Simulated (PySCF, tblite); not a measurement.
# C₇H₉NOSi: geometry, infrared bands and NMR shifts

What infrared bands and NMR shifts should C₇H₉NOSi (`O=CN[SiH2]c1ccccc1`) show?

Programs: tblite 0.8.0 and PySCF 2.14.0, with density-fitted response routines of our own. Each step states its level of theory. These are calculated values for one molecule in the gas phase, unless marked as measured. Atoms are numbered from 0 throughout.

### 1 Starting geometry

19 atoms, charge 0, multiplicity 1; geometry from: force field or distance geometry start.

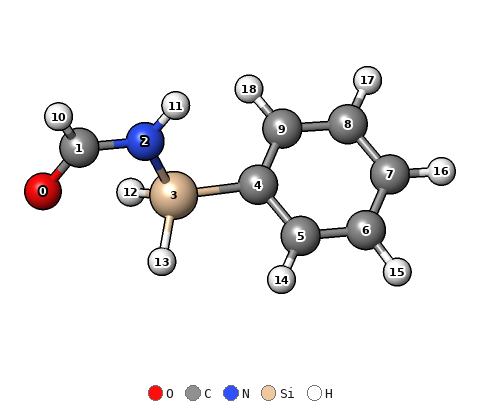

The starting geometry (oxygen red, carbon grey, nitrogen blue, silicon light orange, hydrogen white), atoms numbered; sticks join atoms by distance.

### 2 Optimising the geometry with GFN2-xTB

Job settings and geometry (Å):

```
{"job": {"kind": "relax", "xc": "GFN2-xTB", "basis": "xTB"}, "charge": 0, "multiplicity": 1}
O      4.340000    -0.196200     0.390100
C      3.792300     0.352200    -0.640600
N      2.375000     0.435200    -0.738400
Si     1.421700    -0.231300     0.602900
C     -0.381600    -0.091500     0.412800
C     -1.115500    -1.281300     0.314300
C     -2.496200    -1.233100     0.154400
C     -3.171600    -0.024100     0.089200
C     -2.437800     1.138200     0.175000
C     -1.058300     1.123600     0.337300
H      4.436300     0.734400    -1.412900
H      1.910900     0.883800    -1.586200
H      1.867600     0.373400     1.898200
H      1.847000    -1.662400     0.706500
H     -0.583400    -2.226400     0.376000
H     -3.032700    -2.194700     0.105500
H     -4.257000    -0.021300    -0.035700
H     -2.986200     2.087400     0.115400
H     -0.480100     2.043300     0.408400
```

Run with:

```sh
$ OMP_NUM_THREADS=1 python probes_run.py task.json out
```

One launch serves the whole session: the jobs run in the order shown.

**Question.** This job is followed by: GFN2-xTB harmonic vibrations, gas phase; GIAO PBE0/pcSseg-1 NMR shielding, non-relativistic, gas phase. What will the session give for the following? strongest single infrared mode (GFN2-xTB); zero-point energy (GFN2-xTB); ¹³C shifts against TMS (PBE0/pcSseg-1, means over atoms taken as alike); ¹H shifts against TMS (PBE0/pcSseg-1, means over atoms taken as alike); ¹⁷O shifts against H2O (PBE0/pcSseg-1); ¹⁵N shifts against NH3 (PBE0/pcSseg-1); ²⁹Si shifts against TMS (PBE0/pcSseg-1).

The runs gave:

```
                                                               quantity                                   value
                              strongest single infrared mode (GFN2-xTB)                   1743 cm⁻¹, 544 km/mol
                                           zero-point energy (GFN2-xTB)                           87.4 kcal/mol
¹³C shifts against TMS (PBE0/pcSseg-1, means over atoms taken as alike)   168.3, 140.5, 138.4, 136.2, 133.6 ppm
 ¹H shifts against TMS (PBE0/pcSseg-1, means over atoms taken as alike)  8.49, 7.93, 7.75, 7.71, 5.46, 4.34 ppm
                                 ¹⁷O shifts against H2O (PBE0/pcSseg-1)                               451.0 ppm
                                 ¹⁵N shifts against NH3 (PBE0/pcSseg-1)                               129.6 ppm
                                ²⁹Si shifts against TMS (PBE0/pcSseg-1)                               -38.6 ppm
```

**Reading.** Over 70 steps the energy fell by 0.741 eV; of the close pairs, O0–C1 changed most, 1.290 to 1.206 Å. The lowest mode is slightly imaginary (12i cm⁻¹), a soft motion within the noise of the Hessian, so the minimum is not strictly shown. The strongest single mode, at 1743 cm⁻¹, moves mainly C1 and O0. GFN2-xTB is a fitted tight-binding method: band positions and strengths are rough. Its intensities can rank the bands wrongly. The most deshielded carbon is C1 (amide carbonyl carbon), at 168.3 ppm: it is a carbonyl in resonance with an O or N lone pair, the region of acids, esters and amides. At PBE0/pcSseg-1: The largest span, 698 ppm, is at O0, where the paramagnetic term is -516 ppm. NICS(1)zz of -29 ppm above the planar ring from C4 marks a diatropic (aromatic) ring current.
